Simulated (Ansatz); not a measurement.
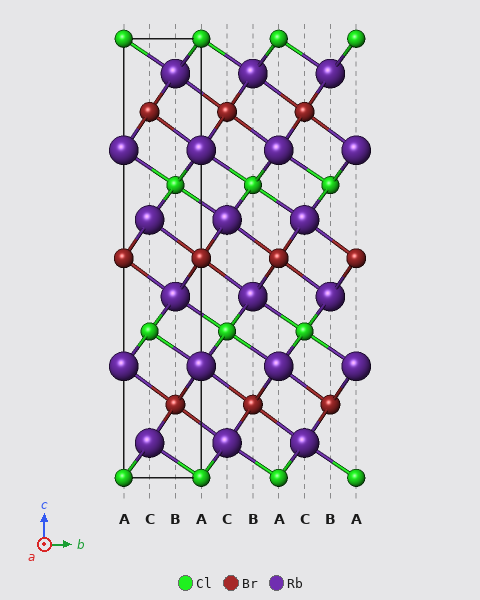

The picture looks along a close-packed row of the hexagonal mesh; c points upwards. The dashed lines mark the three columns A (0, 0), B (1/3, 2/3) and C (2/3, 1/3). The sequence starts with the first layer at or above the cell's origin.

System Rb2BrCl (space group R-3m, No. 166); source of the atomic positions: the input geometry of an electronic-structure calculation (not necessarily at equilibrium); the starting structure was generated, so it need not be a known form of this composition.

Read off the stacking sequence over one period.

Cl(A) – Rb(C) – Br(B) – Rb(A) – Cl(C) – Rb(B) – Br(A) – Rb(C) – Cl(B) – Rb(A) – Br(C) – Rb(B) (twelve layers in 23.46 Å).

How are the Br and Cl layers alone stacked?

Br and Cl layers alone: ABCABC, the cubic close-packed type.

Which positions between or in the Br and Cl layers do the other atoms fill?

Rb: six octahedral sites in each hexagonal cell.

Heights of the layers:

| layer | atoms (column) | height (Å) | to next (Å) |
| --- | --- | --- | --- |
| 1 | Cl(A) | 0.00 | 1.86 |
| 2 | Rb(C) | 1.86 | 2.05 |
| 3 | Br(B) | 3.91 | 2.05 |
| 4 | Rb(A) | 5.96 | 1.86 |
| 5 | Cl(C) | 7.82 | 1.86 |
| 6 | Rb(B) | 9.68 | 2.05 |
| 7 | Br(A) | 11.73 | 2.05 |
| 8 | Rb(C) | 13.78 | 1.86 |
| 9 | Cl(B) | 15.64 | 1.86 |
| 10 | Rb(A) | 17.50 | 2.05 |
| 11 | Br(C) | 19.55 | 2.05 |
| 12 | Rb(B) | 21.60 | 1.86 |
